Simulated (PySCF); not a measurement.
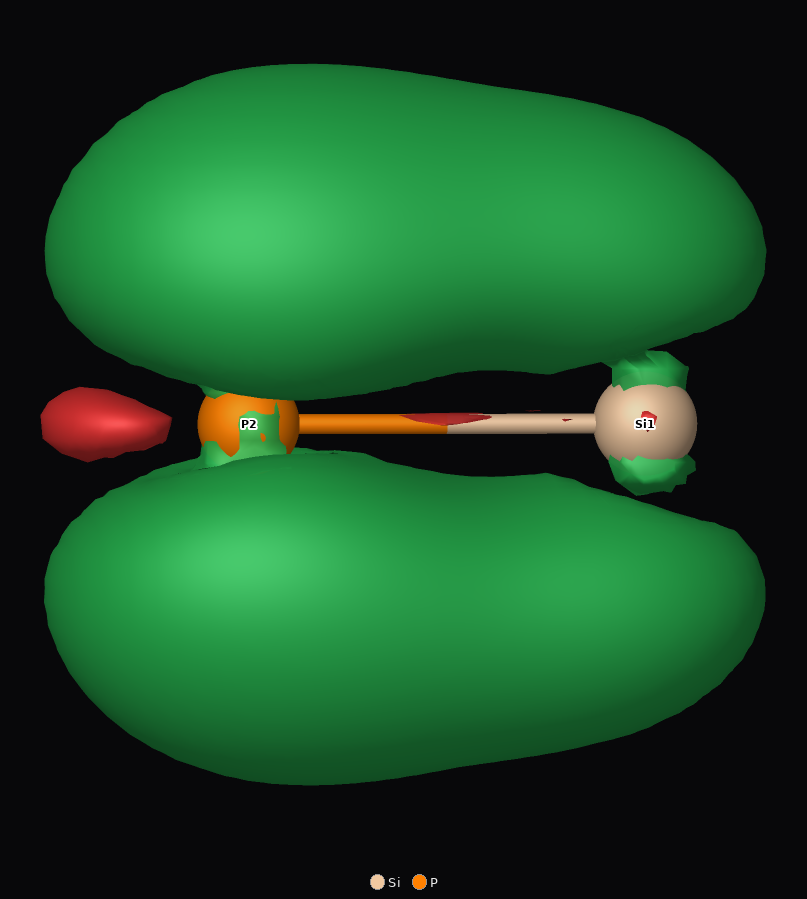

SiP (doublet). Isosurfaces of the spin density at +0.015 (green) and −0.015 e/Å³ (red), seen from one side.

Level of theory: PBE0/def2-TZVPPD, non-relativistic Hamiltonian with scalar-relativistic core potentials where named, at a bond length of 2.073 Å in PySCF 2.14.0.

### Describe the spin distribution.

The unpaired spin (1 electron) lies mostly on P2 (about 0.7) and Si1 (about 0.3), in electrons by Hirshfeld's partition.
